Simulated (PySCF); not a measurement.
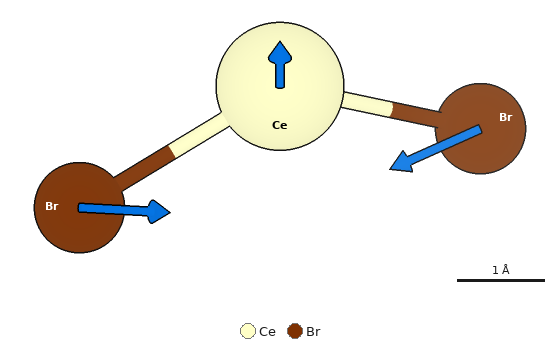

This is a relaxation of CeBr2 (charge +2). The starting structure is drawn; blue arrows show the displacements, magnified 2 times. The two geometries are superimposed by the best rigid fit.

The picture is a ball-and-stick view, seen at a tilt.

All numbers below come from RKS PBE0, Ce lcecp-2-SVP with ECP46, Br def2-SVP; non-relativistic Hamiltonian with scalar-relativistic core potentials; density fitting (PySCF 2.14.0).

Input
```
mol = gto.M(atom='''
Ce     0.00000     0.00000    -0.58954
Br     2.48510    -0.00000     0.52256
Br    -2.48510     0.00000     0.52256''',
    basis={'Ce': 'lcecp-2-SVP', 'Br': 'def2-SVP'},
    ecp={'Ce': 'lcecp-2-SVP'},
    charge=2, spin=0)
mf = dft.RKS(mol, xc='PBE0')
mf.grids.atom_grid = (50, 194)  # f atoms: at least (60, 302), unpruned
mf = mf.density_fit()  # Ce AutoAux, Br def2-universal-JKFIT
mf.conv_tol = 1e-08; mf.max_cycle = 55
mf.kernel(dm0)
# quasi-Newton relaxation in Cartesian coordinates to a largest gradient under 0.00045 Eh/bohr, steps kept in the point group
```

Command:
```bash
OMP_NUM_THREADS=2 python run.py
```

Question: Which element moves most?

Answer: Bromine: up to 0.59 Å, against 0.31 Å for cerium.

Question: What happened in the run?

Answer: The largest moves after the best rigid fit, 0.59 Å, are those of Br2 and Br3. By element the largest moves are Br 0.59 Å, Ce 0.31 Å. Some distances before and after: Ce1–Br2 2.723 → 2.485 Å. Bond angles that change, for instance: Br2–Ce1–Br3 131.8° → 100.9°. After 7 geometry steps the energy has fallen by 1.121 eV. Largest force component: 2.6 eV/Å at the start, under 0.0001 eV/Å at the end.
